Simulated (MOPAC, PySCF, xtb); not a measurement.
Dissociation curve of SMILES CN (CH5N). The N2–H7 bond (N2 also carries C, H; H7 carries nothing else) is stretched with both fragments frozen at the PBE0/def2-TZVP optimised geometry.

```
7

C      1.1737    -0.6877    -0.5113
N      0.0000     0.0000     0.0000
H      1.1475    -0.6852    -1.6033
H      1.1474    -1.7327    -0.1947
H      2.1401    -0.2666    -0.1981
H      0.0000     0.9690    -0.2913
H      0.0000     0.0000     1.0119
```

- UCCSD = PySCF 2.14.0 with CCSD on UHF/cc-pVDZ, 2 core orbitals frozen
- PM7, restricted, heats of formation (MOPAC)
- GFN1-xTB (xtb)
- RCCSD(T) = CCSD(T) on RHF/cc-pVDZ, 2 core orbitals frozen (PySCF 2.14.0)

Energies are in kcal/mol, each relative to the lowest point of its own curve near equilibrium.

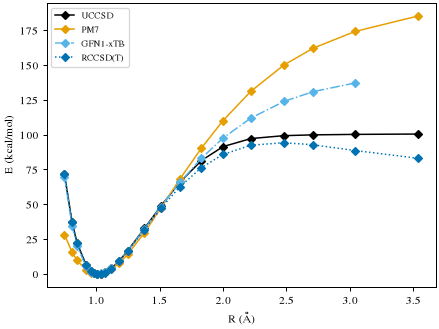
Figure: Energy against bond length for each method.

```
R / Å  UCCSD    PM7  GFN1-xTB  RCCSD(T)
-----  -----  -----  --------  --------
0.75    71.6   28.3      69.7      71.9
0.81    37.1   15.6      34.6      37.4
0.85    22.1    9.6      19.9      22.3
0.92     6.5    2.9       5.4       6.6
0.96     2.1    0.9       1.6       2.2
0.98     0.9    0.3       0.6       0.9
1.01     0.0    0.0       0.0       0.0
1.04     0.1    0.2       0.3       0.1
1.07     1.0    1.0       1.3       0.9
1.12     4.0    3.3       4.2       3.8
1.18     9.2    7.5       9.2       8.9
1.25    16.8   14.1      16.5      16.3
1.38    32.6   29.6      32.1      31.7
1.51    48.7   47.2      48.3      47.0
1.66    65.9   68.1      65.8      62.6
1.83    81.4   90.4      83.1      76.3
2.00    91.4  110.1      97.5      85.8
2.22    97.2  131.2     112.0      92.4
2.48    99.3  150.0     123.8      94.2
2.71    99.9  162.1     130.9      92.7
3.04   100.2  174.1     137.2      88.6
3.54   100.5  185.3         —      83.0
```

At the longest distance, 3.54 Å, PM7 lies highest above its minimum (185.3 kcal/mol) and RCCSD(T) lowest (83.0 kcal/mol).

The RCCSD(T) curve passes through a maximum at 2.48 Å and then falls by 11.3 kcal/mol up to the last usable point.

A dash means that the run gave no value there, or that the column was ended at a point which the program doubted or which failed a test of continuity chosen for this set; such a test can also cut sound points.

The unrestricted determinant behind UCCSD is spin-contaminated at 1.51 to 3.54 Å (<S²> up to 1.0, against 0.00 for a pure singlet). The restricted form behind PM7 keeps the bonding electrons paired and can't separate into open-shell fragments. The T1 diagnostic of CCSD on the restricted reference of RCCSD(T) exceeds 0.045 at 2.48 to 3.54 Å.
